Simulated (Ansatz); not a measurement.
Al2Cu (Al2Cu type, space group I4/mcm): energy against volume

Al$_{2}$Cu (Al2Cu type, space group I4/mcm)

```
CELL_PARAMETERS angstrom
     -3.02971     3.02971     2.43697
      3.02971    -3.02971     2.43697
      3.02971     3.02971    -2.43697
ATOMIC_POSITIONS crystal
  Al 0.65828 0.15828 0.81655
  Al 0.84172 0.65828 0.50000
  Al 0.15828 0.34172 0.50000
  Al 0.34172 0.84172 0.18345
  Cu 0.25000 0.25000 0.00000
  Cu 0.75000 0.75000 0.00000
```

E(V) scan at fixed shape, V₀ the volume above. The atoms relax within the cell's symmetry.

The numbers are results of PBE (plane waves to 420 eV, PAW, scalar-relativistic; Ansatz, a program for electronic structure), not measurements. k mesh 12×12×12 (Γ-centred), Fermi-Dirac smearing 0.05 eV. Energies are smeared free energies. Stress and pressure are positive under compression. With the shape held, the modulus is that of even scaling; a crystal free to change shape is softer. Al2Cu is run without spin polarisation. Al2Cu was relaxed with its symmetry unable to fall. The PAW data are Ansatz's earlier set. ΔE is measured from the relaxed starting cell.

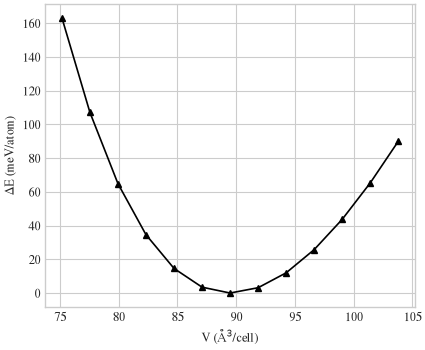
ΔE (meV/atom) against V (Å³/cell); one marker a computed point.

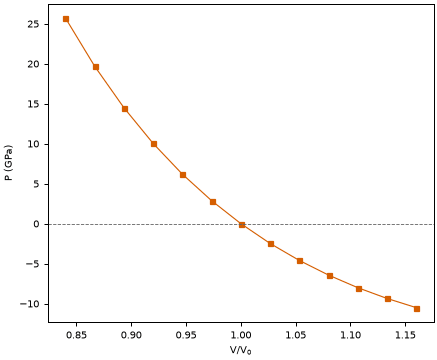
*P (GPa) against V/V₀; markers are the computed points, lines only join them.*

The pressure for 5 % compression (fit) comes out as 5.7 GPa and the energy cost of the largest expansion comes out as 90 meV/atom. The bulk modulus at fixed cell shape B₀ (third-order Birch-Murnaghan fit) is 99.3 GPa. The energy cost of the largest compression is 163 meV/atom and the pressure derivative B₀′ (fit) is 4.5.

P = (3B₀/2)(x⁷ − x⁵)[1 + ¾(B₀′ − 4)(x² − 1)] with x = (1/0.95)^(1/3), B₀ = 99.3 GPa and B₀′ = 4.53.

(A scan under strain: stresses follow from slopes of the energy per volume, elastic moduli from its curvatures.)
